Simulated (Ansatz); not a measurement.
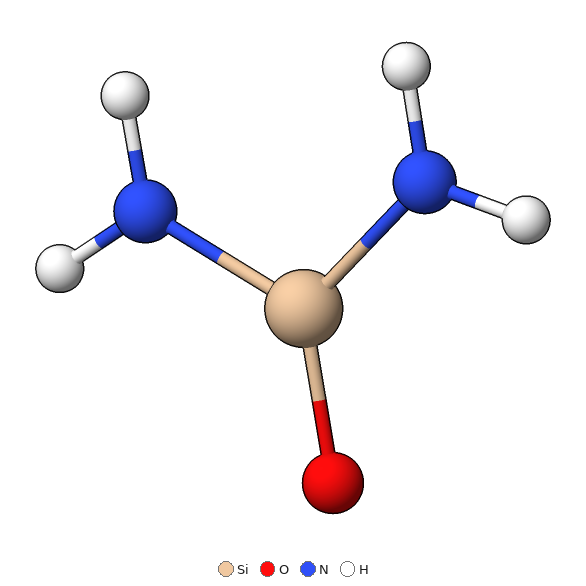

Harmonic vibrations computed with RKS PBE0-D4/def2-TZVP (Ansatz 0.2.0) at a stationary point of the same level.

### How many imaginary frequencies does it have?

A minimum: no imaginary frequency, and the lowest mode lies at 208 cm⁻¹.

### How many vibrational modes are there, and where do they lie?

18 modes: 208, 281, 305, 325, 347, 364, 474, 736, 805, 862, 984, 1295, 1562, 1581, 3629, 3634, 3734, 3734 cm⁻¹.
